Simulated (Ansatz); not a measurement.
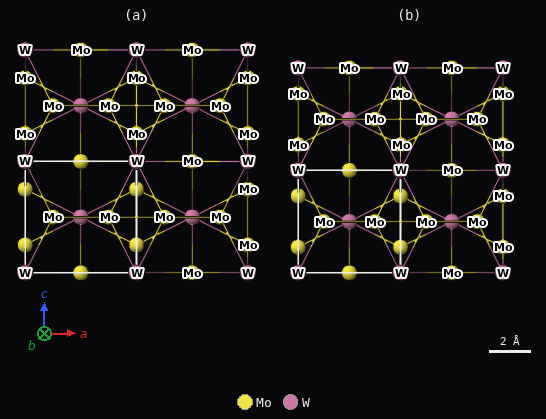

The structure of solid Mo3W (a generated structure, set up in Pm-3n) (coarse preliminary run) before (left) and after (right) a relaxation, at one scale.

Style: ball-and-stick. Shown: the cell of the calculation, repeated 2 × 1 × 2 with one cell outlined, along the b axis.

All numbers below come from DFT PBE, scalar-relativistic, plane waves, PAW in Ansatz. Settings: plane-wave cutoff 420 eV; k-point mesh 4 × 4 × 4; occupations gaussian; smearing width 0.1 eV; no spin polarisation; cell and atoms relaxed; force threshold 0.04 eV/Å; at most 70 steps.

### Summarise the run.

The atoms keep their places relative to the cell (all moves are under 0.005 Å). The drawn cell changes as follows: a = b = c 5.497 → 5.055 Å (−8.0 %); the volume changes by −22.2 %. Some distances before and after: Mo–W 3.073 → 2.826 Å, Mo–Mo 2.748 → 2.527 Å. The space group stays Pm-3n (No. 223). After 4 accepted moves (5 points after the start) the energy has fallen by 698 meV per atom. All forces vanish by symmetry, so only the cell relaxes. Pressure: −38.52 GPa at the start and −0.01 GPa at the end. The SCF was repeated once at an unchanged geometry on a basis and grid sized afresh for the cell, which shifted the energy by 1.0 meV per atom at most. Cost: 84 s on 1 thread of Arm Neoverse N1, with other jobs on the host, peak memory 0.45 GiB.
